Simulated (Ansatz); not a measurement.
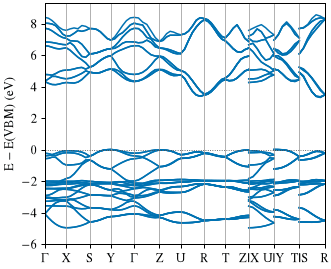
*Band structure from the program Ansatz at the r²SCAN+D4 with spin–orbit coupling level (PAW)*

The gap is 3.29 eV; an edge lies off the plotted path or next to a special point (maximum on the Y–T line, 2 % of the way from Y, minimum off the standard path).

The material is TlF in space group Pbcm (No. 57; Tl on 4d, F on 4d).

The workflow started from a Materials Project entry (that database holds measured and hypothetical structures alike); the Crystallography Open Database files this formula in space group No. 57, but the cells were not matched. Whether it is the stable phase at ambient conditions was not checked. The r²SCAN+D4 relaxation kept the symmetry of its start; whether a distortion lowers the energy is not shown.

Potentials: the earlier of the program's two PAW sets.
